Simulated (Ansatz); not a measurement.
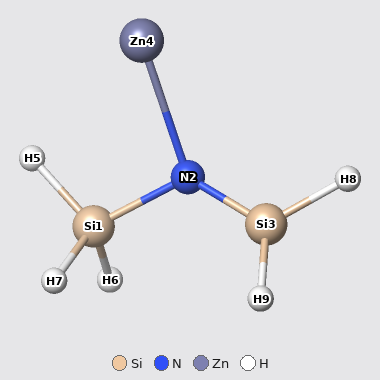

The system is H5NSi2Zn; the picture shows the reference structure. The first coordinate is: bond length N2–Si3; the second: bond length N2–Zn4. Nothing is relaxed (all other coordinates rigid). The grid has 9 × 9 points. Points are written as (first, second). Energies are in eV, from the lowest grid point. The reference is spin-restricted, which grows unreliable where a bond is stretched far. Level of theory: RKS PBE-D4/def2-SVP in Ansatz.

Its coordinates:

```xyz
9

Si   -0.1367    1.1647   -0.6681
N    -0.3758   -0.4725   -0.0448
Si    0.2234   -1.0373    1.3792
Zn   -0.5655   -1.6955   -2.0284
H    -0.5624    1.1649   -2.1128
H    -0.9998    2.1254    0.1054
H     1.2908    1.6504   -0.6050
H    -0.2779   -2.3500    1.8950
H     1.4926   -0.5965    2.0623
```

Range: bond length N2–Si3 from 1.349 to 2.467 Å; bond length N2–Zn4 from 2.011 to 3.273 Å.

> What landscape does the calculation give?

The lowest grid point is at (1.628 Å, 2.326 Å). No other kind of well shows on this grid. The highest grid point, (2.467 Å, 3.273 Å), lies 4.31 eV above the lowest.

```tsv
bond length N2–Zn4 ↓, bond length N2–Si3 →	1.349	1.489	1.628	1.768	1.908	2.048	2.188	2.328	2.467
3.273	2.83	0.66	0.16	0.49	1.19	2.02	2.86	3.63	4.31
3.116	2.81	0.64	0.13	0.45	1.15	1.97	2.80	3.57	4.24
2.958	2.79	0.61	0.10	0.41	1.10	1.91	2.73	3.49	4.15
2.800	2.78	0.59	0.07	0.36	1.04	1.84	2.65	3.39	4.04
2.642	2.78	0.57	0.03	0.31	0.97	1.75	2.54	3.28	3.91
2.484	2.80	0.57	0.01	0.26	0.89	1.65	2.42	3.14	3.76
2.326	2.86	0.60	0.00	0.22	0.81	1.55	2.29	2.98	3.58
2.169	3.03	0.71	0.06	0.23	0.79	1.49	2.20	2.86	3.43
2.011	3.28	0.91	0.21	0.33	0.84	1.50	2.17	2.80	3.33
```

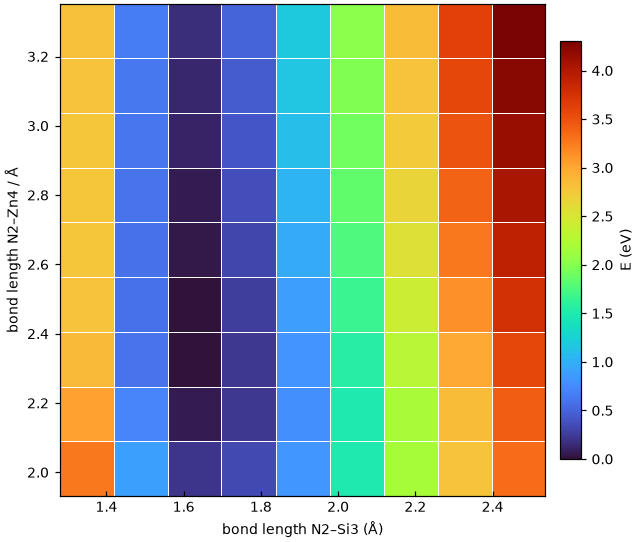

In the figure: one coloured cell a grid point.

Time for the 81 points that were run: 19 min on 1 thread of Arm Neoverse N1, on a shared host.
